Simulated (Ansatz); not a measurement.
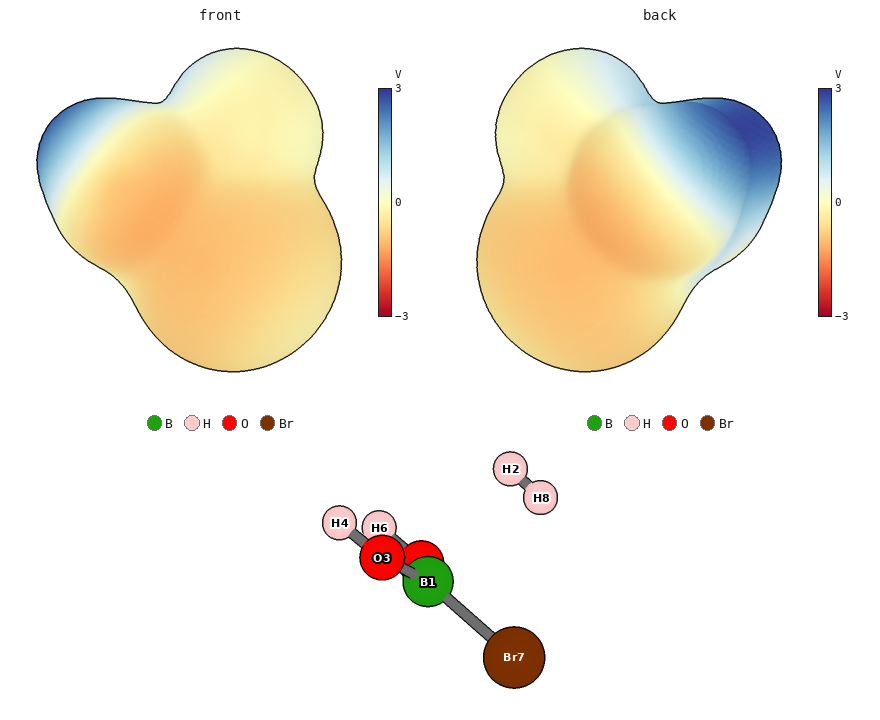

The picture shows: BBrH2O2···H2. The electrostatic potential painted on the density surface at 0.001 e/bohr³, seen from the front and from behind; the colour scale runs from red (negative) to blue (positive). The bare structure is drawn below in the same view.

Not at a stationary point (largest force 1.8 eV/Å).

Level of theory: RKS B3LYP-D4/def2-SVP in Ansatz.

```xyz
8

B    -0.0105    0.5280   -0.3447
H     0.0601   -0.2132    1.9365
O     1.1758   -0.0833   -0.5540
H     1.1314   -1.0046   -0.8388
O    -1.2517    0.0154   -0.4879
H    -1.2994   -0.9102   -0.7578
Br    0.0821    2.4664    0.1709
H     0.0481    0.4876    2.0886
```

**Which sites attract a positive test charge, and which a negative one?**

A positive charge is drawn to the negative regions and a negative charge to the positive ones. The most negative region (about −1.2 V) lies over O3 and O5, the most positive (about +2.9 V) over H4 and H6.
